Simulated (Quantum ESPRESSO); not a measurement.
# Cost against accuracy: conv_thr for K2CaH2S2O9 (P2_1/m, 32 atoms in the cell)

Cell: a = 6.2424 Å, b = 7.1470 Å, c = 9.7542 Å, α = 90.00°, β = 104.15°, γ = 90.00°.

Level of theory: LDA (PZ), GBRV 1.5 ultrasoft (LDA) pseudopotentials (plane waves; Quantum ESPRESSO).

Base settings: ecutwfc = 40 Ry; ecutrho = 200 Ry; occupations = smearing; smearing = marzari-vanderbilt; degauss = 0.0099958 Ry; K_POINTS = automatic 3 2 2 0 0 0; conv_thr = 1e-09 Ry.

Misses are taken against the tightest run, 1e-09 Ry, which need not be fully converged itself.

The count of work is k-points × plane waves × bands × iterations; it is no time, and leaves out set-up, grids and terms that scale otherwise. Core times come from one kind of shared machine and are given to one figure; runs under 30 s give none.

The starting cell comes from a database of published, mostly measured structures (it also holds non-ambient and calculated ones), without a prior relaxation at this level. Its lattice was rescaled by a random factor within 2.5 % of one. In the base run, with a pressure of about 3 GPa the cell is away from its equilibrium volume at this level. In the base run, forces exceed 1 eV/Å.

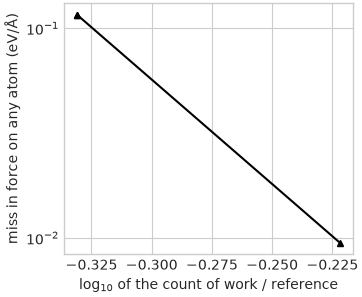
Fig. 1. Miss against the count of work; the reference run is not drawn, and misses under 0.001 eV/Å are drawn there.

```tsv
conv_thr	largest difference in the force on any atom (eV/Å)	count of work / reference	core time / reference (rough)
0.0073 Ry	0.116	0.47	0.5
0.00073 Ry	0.116	0.47	0.5
7.3e-05 Ry	0.009	0.60	0.7
1e-09 Ry	0.000	1.0	1
```

Coarsest setting among those run that, with all tighter ones, holds the force on any atom within 0.1 eV/Å of the reference: 7.3e-05 Ry, off by 0.0095 eV/Å; its saving against the reference is no more than about a factor of 2 in the count of work.
